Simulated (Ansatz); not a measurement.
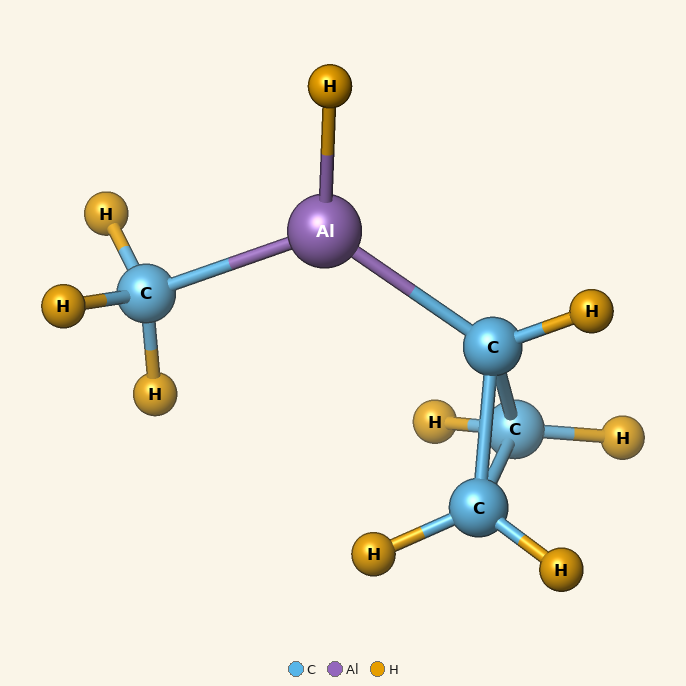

Atoms fade into the background with distance from the viewer. The computed structure is the end point of a PBE0-D4/def2-TZVP optimisation. No frequency run is at hand to confirm it as a minimum.

Which symmetry elements does this geometry have?

Answer. It has 1 mirror plane, so the point group is Cs. The group has 2 operations. The geometry is achiral, and symmetry allows a dipole moment.
